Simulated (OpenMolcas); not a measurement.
# Energy and gradient calculation, with input and output: C₂F₂ (part 3 of 3)

C₂F₂; HF/cc-pVTZ, RHF (OpenMolcas 26.06). The geometry comes from this level: PBE0-D4/def2-TZVP.

Geometry of the input (Å):
```
F  -0.1364  0.1280  1.8528
C  -0.0337  0.0302  0.5832
C  0.0614  -0.0604  -0.5934
F  0.1641  -0.1582  -1.8630
```

### Log, continued
```
      105 F4     3d2-       0.0014   -0.0005    0.0013    0.0001   -0.0000   -0.0003   -0.0006   -0.0007    0.0018   -0.0012
      106 F4     3d1-      -0.0015    0.0031   -0.0014   -0.0006    0.0014   -0.0002   -0.0008    0.0035   -0.0016    0.0002
      107 F4     3d1-      -0.0055    0.0115   -0.0052   -0.0003    0.0007    0.0036    0.0080    0.0154   -0.0070    0.0049
      108 F4     3d0        0.0007   -0.0002    0.0006    0.0003   -0.0001   -0.0013   -0.0057   -0.0002    0.0007   -0.0001
      109 F4     3d0        0.0024   -0.0008    0.0023    0.0001   -0.0000    0.0267    0.0597   -0.0010    0.0031   -0.0021
      110 F4     3d1+       0.0033    0.0015    0.0031    0.0014    0.0006    0.0002    0.0008    0.0016    0.0034   -0.0003
      111 F4     3d1+       0.0120    0.0054    0.0114    0.0007    0.0003   -0.0038   -0.0084    0.0073    0.0152   -0.0107
      112 F4     3d2+      -0.0001   -0.0004   -0.0001   -0.0001   -0.0002   -0.0000   -0.0000   -0.0004   -0.0002    0.0000
      113 F4     3d2+      -0.0005   -0.0013   -0.0005   -0.0000   -0.0001    0.0000    0.0000   -0.0018   -0.0007    0.0005
      114 F4     4f3-      -0.0000   -0.0000   -0.0000    0.0000    0.0000    0.0000    0.0000   -0.0000   -0.0000    0.0000
      115 F4     4f2-       0.0005   -0.0002    0.0004   -0.0000    0.0000   -0.0001   -0.0001   -0.0001    0.0003   -0.0002
      116 F4     4f1-      -0.0012    0.0024   -0.0011    0.0001   -0.0001    0.0007    0.0005    0.0014   -0.0006    0.0006
      117 F4     4f0        0.0008   -0.0002    0.0007   -0.0000    0.0000    0.0038    0.0027   -0.0001    0.0004   -0.0004
      118 F4     4f1+       0.0026    0.0012    0.0024   -0.0001   -0.0001   -0.0008   -0.0006    0.0007    0.0014   -0.0013
      119 F4     4f2+      -0.0002   -0.0004   -0.0002    0.0000    0.0000    0.0000    0.0000   -0.0003   -0.0001    0.0001
      120 F4     4f3+      -0.0000    0.0000   -0.0000    0.0000   -0.0000    0.0000    0.0000    0.0000   -0.0000    0.0000

          Orbital           21        22        23        24        25        26        27
          Energy            0.4041    0.4065    0.5091    0.5177    0.5177    0.6491    0.6834
          Occ. No.          0.0000    0.0000    0.0000    0.0000    0.0000    0.0000    0.0000

        1 F1     1s         0.0000   -0.0538   -0.0387   -0.0000    0.0000    0.0013   -0.0559
        2 F1     1s        -0.0000    0.0188    0.0161    0.0000   -0.0000    0.0131    0.0022
        3 F1     1s         0.0000   -0.1598   -0.0453   -0.0000    0.0000   -0.1107   -0.4307
        4 F1     1s        -0.0000    0.8362    0.9263    0.0000   -0.0011    0.0033    0.9302
        5 F1     2px       -0.0026    0.0032   -0.0020    0.0032    0.0068   -0.0020    0.0104
        6 F1     2px       -0.0301   -0.0304   -0.0219    0.0305    0.0651    0.0003   -0.0320
        7 F1     2px       -0.0267   -0.0077    0.0182   -0.0564   -0.1204   -0.0187    0.0298
        8 F1     2py       -0.0055   -0.0030    0.0020    0.0068   -0.0031    0.0019   -0.0099
        9 F1     2py       -0.0645    0.0288    0.0209    0.0653   -0.0301   -0.0003    0.0305
       10 F1     2py       -0.0571    0.0072   -0.0174   -0.1207    0.0557    0.0178   -0.0283
       11 F1     2pz        0.0002   -0.0392    0.0254   -0.0003    0.0007    0.0242   -0.1292
       12 F1     2pz        0.0025    0.3737    0.2721   -0.0026    0.0073   -0.0042    0.3955
       13 F1     2pz        0.0022    0.0934   -0.2267    0.0047   -0.0138    0.2312   -0.3676
       14 F1     3d2-      -0.0000   -0.0000   -0.0000    0.0004   -0.0009   -0.0002    0.0000
       15 F1     3d2-      -0.0005   -0.0005   -0.0004   -0.0004    0.0011    0.0007   -0.0013
       16 F1     3d1-       0.0003    0.0001    0.0002   -0.0081    0.0037    0.0022   -0.0002
       17 F1     3d1-       0.0108    0.0059    0.0046    0.0093   -0.0042   -0.0090    0.0157
       18 F1     3d0       -0.0000    0.0011    0.0014    0.0006   -0.0016    0.0163   -0.0017
       19 F1     3d0       -0.0007    0.0437    0.0341   -0.0006    0.0018   -0.0669    0.1169
       20 F1     3d1+       0.0002   -0.0002   -0.0002   -0.0038   -0.0081   -0.0023    0.0002
       21 F1     3d1+       0.0051   -0.0061   -0.0048    0.0044    0.0093    0.0094   -0.0165
       22 F1     3d2+      -0.0000    0.0000    0.0000    0.0009    0.0004    0.0000   -0.0000
       23 F1     3d2+      -0.0012    0.0000    0.0000   -0.0011   -0.0004   -0.0000    0.0001
       24 F1     4f3-       0.0000   -0.0000   -0.0000   -0.0000   -0.0000    0.0000   -0.0000
       25 F1     4f2-       0.0001    0.0001    0.0001   -0.0002    0.0004   -0.0003    0.0001
       26 F1     4f1-      -0.0014   -0.0010   -0.0006    0.0022   -0.0010    0.0021   -0.0009
       27 F1     4f0        0.0001   -0.0050   -0.0033   -0.0002    0.0006    0.0108   -0.0046
       28 F1     4f1+      -0.0006    0.0010    0.0007    0.0010    0.0021   -0.0022    0.0009
       29 F1     4f2+       0.0002   -0.0000   -0.0000   -0.0004   -0.0002    0.0000   -0.0000
       30 F1     4f3+      -0.0000   -0.0000   -0.0000    0.0000   -0.0000    0.0000   -0.0000
       31 C2     1s        -0.0000    0.0365   -0.0908   -0.0000    0.0001   -0.0895    0.3599
       32 C2     1s        -0.0000    0.0178    0.0138    0.0000   -0.0000   -0.0437    0.1302
       33 C2     1s        -0.0000    0.6081   -0.3323   -0.0000    0.0005    0.0552    1.7701
       34 C2     1s        -0.0000   10.4043   -0.5142   -0.0000    0.0005  -13.7558   -1.7499
       35 C2     2px       -0.1401    0.0438   -0.0031    0.0334    0.0713   -0.1775    0.0447
       36 C2     2px       -0.1486   -0.0085   -0.0333    0.2276    0.4856   -0.0089   -0.0558
       37 C2     2px        0.3635    0.4227    0.1498   -0.8084   -1.7251   -0.3868   -0.0286
       38 C2     2py       -0.2999   -0.0420    0.0030    0.0716   -0.0330    0.1691   -0.0426
       39 C2     2py       -0.3180    0.0077    0.0320    0.4872   -0.2247    0.0085    0.0531
       40 C2     2py        0.7779   -0.4018   -0.1437   -1.7304    0.7981    0.3685    0.0273
       41 C2     2pz        0.0118   -0.5501    0.0387   -0.0028    0.0082    2.1954   -0.5535
       42 C2     2pz        0.0125    0.0955    0.4195   -0.0191    0.0561    0.1100    0.6890
       43 C2     2pz       -0.0305   -5.2073   -1.8784    0.0679   -0.1986    4.7854    0.3550
       44 C2     3d2-      -0.0001    0.0002    0.0004    0.0002   -0.0006    0.0003    0.0001
       45 C2     3d2-      -0.0021   -0.0016    0.0013   -0.0238    0.0604    0.0100    0.0082
       46 C2     3d1-       0.0029   -0.0020   -0.0045   -0.0052    0.0024   -0.0033   -0.0012
       47 C2     3d1-       0.0476    0.0198   -0.0153    0.5281   -0.2395   -0.1236   -0.1009
       48 C2     3d0       -0.0002   -0.0151   -0.0333    0.0004   -0.0010   -0.0245   -0.0093
       49 C2     3d0       -0.0032    0.1479   -0.1118   -0.0360    0.1066   -0.9212   -0.7517
       50 C2     3d1+       0.0013    0.0021    0.0047   -0.0025   -0.0052    0.0034    0.0013
       51 C2     3d1+       0.0224   -0.0207    0.0165    0.2491    0.5230    0.1298    0.1059
       52 C2     3d2+      -0.0003   -0.0000   -0.0000    0.0006    0.0002   -0.0000   -0.0000
       53 C2     3d2+      -0.0055    0.0001   -0.0001   -0.0608   -0.0239   -0.0005   -0.0004
       54 C2     4f3-      -0.0000   -0.0000   -0.0000    0.0002    0.0004    0.0001   -0.0000
       55 C2     4f2-      -0.0003    0.0013    0.0007    0.0022   -0.0057   -0.0027    0.0005
       56 C2     4f1-       0.0048   -0.0105   -0.0053   -0.0314    0.0139    0.0211   -0.0037
       57 C2     4f0       -0.0005   -0.0545   -0.0279    0.0030   -0.0090    0.1101   -0.0193
       58 C2     4f1+       0.0023    0.0110    0.0056   -0.0150   -0.0308   -0.0221    0.0039
       59 C2     4f2+      -0.0009   -0.0001   -0.0000    0.0058    0.0023    0.0001   -0.0000
       60 C2     4f3+       0.0001   -0.0000   -0.0000   -0.0004    0.0002    0.0001   -0.0000
       61 C3     1s         0.0000   -0.0365   -0.0908   -0.0000    0.0001    0.0895    0.3599
       62 C3     1s         0.0000   -0.0178    0.0138    0.0000   -0.0000    0.0437    0.1302
       63 C3     1s         0.0000   -0.6081   -0.3323   -0.0000    0.0005   -0.0552    1.7701
       64 C3     1s         0.0000  -10.4043   -0.5142   -0.0000    0.0005   13.7558   -1.7499
       65 C3     2px       -0.1401    0.0438    0.0031   -0.0334   -0.0713   -0.1775   -0.0447
       66 C3     2px       -0.1486   -0.0085    0.0333   -0.2276   -0.4856   -0.0089    0.0558
       67 C3     2px        0.3635    0.4227   -0.1498    0.8084    1.7251   -0.3868    0.0286
       68 C3     2py       -0.2999   -0.0420   -0.0030   -0.0716    0.0330    0.1691    0.0426
       69 C3     2py       -0.3180    0.0077   -0.0320   -0.4872    0.2247    0.0085   -0.0531
       70 C3     2py        0.7779   -0.4018    0.1437    1.7304   -0.7981    0.3685   -0.0273
       71 C3     2pz        0.0118   -0.5501   -0.0387    0.0028   -0.0082    2.1954    0.5535
       72 C3     2pz        0.0125    0.0955   -0.4195    0.0191   -0.0561    0.1100   -0.6890
       73 C3     2pz       -0.0305   -5.2073    1.8784   -0.0679    0.1986    4.7854   -0.3550
       74 C3     3d2-       0.0001   -0.0002    0.0004    0.0002   -0.0006   -0.0003    0.0001
       75 C3     3d2-       0.0021    0.0016    0.0013   -0.0238    0.0604   -0.0100    0.0082
       76 C3     3d1-      -0.0029    0.0020   -0.0045   -0.0052    0.0024    0.0033   -0.0012
       77 C3     3d1-      -0.0476   -0.0198   -0.0153    0.5281   -0.2395    0.1236   -0.1009
       78 C3     3d0        0.0002    0.0151   -0.0333    0.0004   -0.0010    0.0245   -0.0093
       79 C3     3d0        0.0032   -0.1479   -0.1118   -0.0360    0.1066    0.9212   -0.7517
       80 C3     3d1+      -0.0013   -0.0021    0.0047   -0.0025   -0.0052   -0.0034    0.0013
       81 C3     3d1+      -0.0224    0.0207    0.0165    0.2491    0.5230   -0.1298    0.1059
       82 C3     3d2+       0.0003    0.0000   -0.0000    0.0006    0.0002    0.0000   -0.0000
       83 C3     3d2+       0.0055   -0.0001   -0.0001   -0.0608   -0.0239    0.0005   -0.0004
       84 C3     4f3-      -0.0000   -0.0000    0.0000   -0.0002   -0.0004    0.0001    0.0000
       85 C3     4f2-      -0.0003    0.0013   -0.0007   -0.0022    0.0057   -0.0027   -0.0005
       86 C3     4f1-       0.0048   -0.0105    0.0053    0.0314   -0.0139    0.0211    0.0037
       87 C3     4f0       -0.0005   -0.0545    0.0279   -0.0030    0.0090    0.1101    0.0193
       88 C3     4f1+       0.0023    0.0110   -0.0056    0.0150    0.0308   -0.0221   -0.0039
       89 C3     4f2+      -0.0009   -0.0001    0.0000   -0.0058   -0.0023    0.0001    0.0000
       90 C3     4f3+       0.0001   -0.0000    0.0000    0.0004   -0.0002    0.0001    0.0000
       91 F4     1s        -0.0000    0.0538   -0.0387   -0.0000    0.0000   -0.0013   -0.0559
       92 F4     1s         0.0000   -0.0188    0.0161    0.0000   -0.0000   -0.0131    0.0022
       93 F4     1s        -0.0000    0.1598   -0.0453   -0.0000    0.0000    0.1107   -0.4307
       94 F4     1s         0.0000   -0.8362    0.9263    0.0000   -0.0011   -0.0033    0.9302
       95 F4     2px       -0.0026    0.0032    0.0020   -0.0032   -0.0068   -0.0020   -0.0104
       96 F4     2px       -0.0301   -0.0304    0.0219   -0.0305   -0.0651    0.0003    0.0320
       97 F4     2px       -0.0267   -0.0077   -0.0182    0.0564    0.1204   -0.0187   -0.0298
       98 F4     2py       -0.0055   -0.0030   -0.0020   -0.0068    0.0031    0.0019    0.0099
       99 F4     2py       -0.0645    0.0288   -0.0209   -0.0653    0.0301   -0.0003   -0.0305
      100 F4     2py       -0.0571    0.0072    0.0174    0.1207   -0.0557    0.0178    0.0283
      101 F4     2pz        0.0002   -0.0392   -0.0254    0.0003   -0.0007    0.0242    0.1292
      102 F4     2pz        0.0025    0.3737   -0.2721    0.0026   -0.0073   -0.0042   -0.3955
      103 F4     2pz        0.0022    0.0934    0.2267   -0.0047    0.0138    0.2312    0.3676
      104 F4     3d2-       0.0000    0.0000   -0.0000    0.0004   -0.0009    0.0002    0.0000
      105 F4     3d2-       0.0005    0.0005   -0.0004   -0.0004    0.0011   -0.0007   -0.0013
      106 F4     3d1-      -0.0003   -0.0001    0.0002   -0.0081    0.0037   -0.0022   -0.0002
      107 F4     3d1-      -0.0108   -0.0059    0.0046    0.0093   -0.0042    0.0090    0.0157
      108 F4     3d0        0.0000   -0.0011    0.0014    0.0006   -0.0016   -0.0163   -0.0017
      109 F4     3d0        0.0007   -0.0437    0.0341   -0.0006    0.0018    0.0669    0.1169
      110 F4     3d1+      -0.0002    0.0002   -0.0002   -0.0038   -0.0081    0.0023    0.0002
      111 F4     3d1+      -0.0051    0.0061   -0.0048    0.0044    0.0093   -0.0094   -0.0165
      112 F4     3d2+       0.0000   -0.0000    0.0000    0.0009    0.0004   -0.0000   -0.0000
      113 F4     3d2+       0.0012   -0.0000    0.0000   -0.0011   -0.0004    0.0000    0.0001
      114 F4     4f3-       0.0000   -0.0000    0.0000    0.0000    0.0000    0.0000    0.0000
      115 F4     4f2-       0.0001    0.0001   -0.0001    0.0002   -0.0004   -0.0003   -0.0001
      116 F4     4f1-      -0.0014   -0.0010    0.0006   -0.0022    0.0010    0.0021    0.0009
      117 F4     4f0        0.0001   -0.0050    0.0033    0.0002   -0.0006    0.0108    0.0046
      118 F4     4f1+      -0.0006    0.0010   -0.0007   -0.0010   -0.0021   -0.0022   -0.0009
      119 F4     4f2+       0.0002   -0.0000    0.0000    0.0004    0.0002    0.0000    0.0000
      120 F4     4f3+      -0.0000   -0.0000    0.0000   -0.0000    0.0000    0.0000    0.0000
--

++    Molecular charges:
      ------------------

      Mulliken charges per centre and basis function type
      ---------------------------------------------------

                F1      C2      C3      F4
      1s       3.8767  3.0208  3.0208  3.8767
      2px      1.9046  1.0185  1.0185  1.9046
      2pz      1.4175  0.6503  0.6503  1.4175
      2py      1.9049  1.0187  1.0187  1.9049
      3d2+     0.0000  0.0007  0.0007  0.0000
      3d1+     0.0036  0.0562  0.0562  0.0036
      3d0      0.0102  0.0300  0.0300  0.0102
      3d1-     0.0036  0.0563  0.0563  0.0036
      3d2-     0.0000  0.0007  0.0007  0.0000
      4f3+     0.0000  0.0000  0.0000  0.0000
      4f2+     0.0000  0.0003  0.0003  0.0000
      4f1+     0.0002  0.0097  0.0097  0.0002
      4f0      0.0005  0.0059  0.0059  0.0005
      4f1-     0.0002  0.0097  0.0097  0.0002
      4f2-     0.0000  0.0003  0.0003  0.0000
      4f3-     0.0000  0.0000  0.0000  0.0000
      Total    9.1220  5.8780  5.8780  9.1220

      N-E     -0.1220  0.1220  0.1220 -0.1220

      Total electronic charge=   30.000000

      Total            charge=   -0.000000
--

++    Molecular properties:
      ---------------------

      Charge (e):
                      =   -0.0000
      Dipole Moment (debye):
      Origin of the operator (angstrom)=    0.0138   -0.0151   -0.0051
                   X= -3.0360E-14               Y=  4.7805E-15               Z=  5.0565E-14           Total=  5.9173E-14
      Quadrupole Moment (debye*angstrom):
      Origin of the operator (angstrom)=    0.0138   -0.0151   -0.0051
                  XX= -2.0275E+01              XY=  6.7052E-03              XZ=  8.7017E-02              YY= -2.0275E+01
                  YZ= -8.2838E-02              ZZ= -2.1343E+01
      In traceless form (debye*angstrom)
                  XX=  5.3366E-01              XY=  1.0058E-02              XZ=  1.3053E-01              YY=  5.3466E-01
                  YZ= -1.2426E-01              ZZ= -1.0683E+00
--

--- Stop Module: scf /rc=_RC_ALL_IS_WELL_ ---
--- Module scf spent 18 seconds ---

--- Start Module: alaska ---

                                              &ALASKA

                       available to each process: 1.9 GB of memory, 1 thread

                     Threshold for contributions to the gradient: 1.000E-07

                    ********************************************
                    * Symmetry Adapted Cartesian Displacements *
                    ********************************************

           Irreducible representation : a
           Basis function(s) of irrep: x, y, xy, Rz, z, xz, Ry, yz, Rx, I

 Basis Label        Type   Center Phase
   1   F1           x         1     1
   2   F1           y         1     1
   3   F1           z         1     1
   4   C2           x         2     1
   5   C2           y         2     1
   6   C2           z         2     1
   7   C3           x         3     1
   8   C3           y         3     1
   9   C3           z         3     1
  10   F4           x         4     1
  11   F4           y         4     1
  12   F4           z         4     1

                     No automatic utilization of translational and rotational invariance of the energy is employed.

 Conventional ERI gradients!

 **************************************************
 *              Molecular gradients               *
 **************************************************

  Irreducible representation: a
 ------------------------------------------------------------------------------------------
                              X                       Y                       Z
 ------------------------------------------------------------------------------------------
  F1               -1.29811003822411E-03    1.23555583362234E-03    1.60317455619374E-02
  C2               -3.34189435448201E-03    3.18622689473969E-03    4.14095714809672E-02
  C3                3.34189435435550E-03   -3.18622689473808E-03   -4.14095714784839E-02
  F4                1.29811003836355E-03   -1.23555583363433E-03   -1.60317455643320E-02
 ------------------------------------------------------------------------------------------

--- Stop Module: alaska /rc=_RC_ALL_IS_WELL_ ---
--- Module alaska spent 7 seconds ---

.##################.
.# Happy landing! #.
.##################.

    Timing: Wall=38.11 User=29.96 System=8.06
```

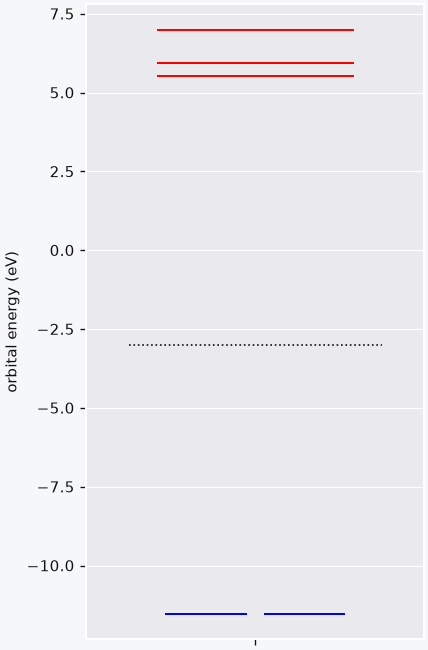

Fig. 1: Orbital energies near the frontier; the dotted line parts filled from empty levels, and levels within 0.02 eV of each other stand side by side. Highest filled −11.54 eV, lowest empty 5.53 eV, 17.07 eV apart.

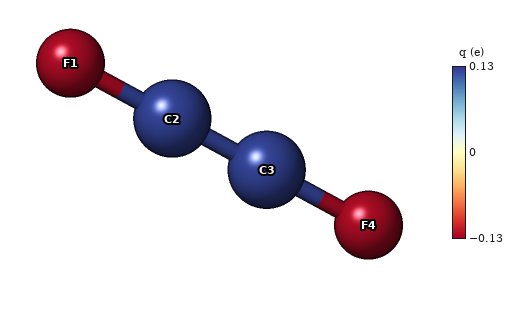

Fig. 2: Mulliken charges, as the colour of each atom (ball-and-stick view, seen at an oblique angle; atoms are numbered from 1 in the order of the input). By element: F −0.12 and C +0.12 e.

### Results in brief

| quantity | value |
| --- | --- |
| outcome | converged |
| total energy | −274.567939 hartree |
| basis functions | 120 |
| largest force | 2.143 eV/Å |
| HOMO | −11.54 eV |
| LUMO | 5.53 eV |
| dipole moment | 0.00 debye |
| wall time | 39 s |
| peak memory | 0.76 GiB |
